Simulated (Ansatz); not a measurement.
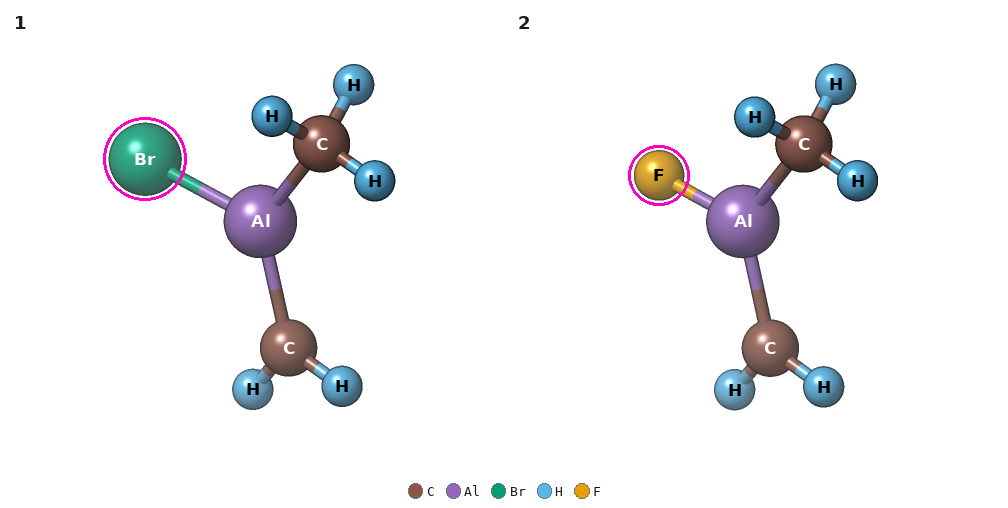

2 molecules with one skeleton, seen from the same side and at one scale; the atom that differs is circled. Each species is neutral and a spin doublet. Computed geometries: PBE0-D4/def2-TZVP optimisations, one conformation each. Properties computed with Ansatz 0.2.0.

One atom differs, called X below: Br in panel 1, F in panel 2. Their formulas are C2H5AlBr (`[CH2][Al]([CH3])[Br]`), C2H5AlF (`[CH2][Al]([CH3])[F]`).

> In which is the dipole moment larger (PBE0-D4/def2-TZVP)?

In panel 1 (X = Br).

> In which is the length of X–Al larger (PBE0-D4/def2-TZVP)?

In panel 1 (X = Br).

Give the values. With PBE0-D4/def2-TZVP: length of X–Al (Å), mean angle C–Al–X (°), dipole moment (D), harmonic zero-point energy (kJ/mol).

```
                           quantity  1 (Br)  2 (F)   2 − 1
                 length of X–Al (Å)   2.271  1.657  −0.614
              mean angle C–Al–X (°)   117.2  117.0    −0.2
                  dipole moment (D)    2.19   1.97   −0.22
harmonic zero-point energy (kJ/mol)   156.5  159.8    +3.3
```
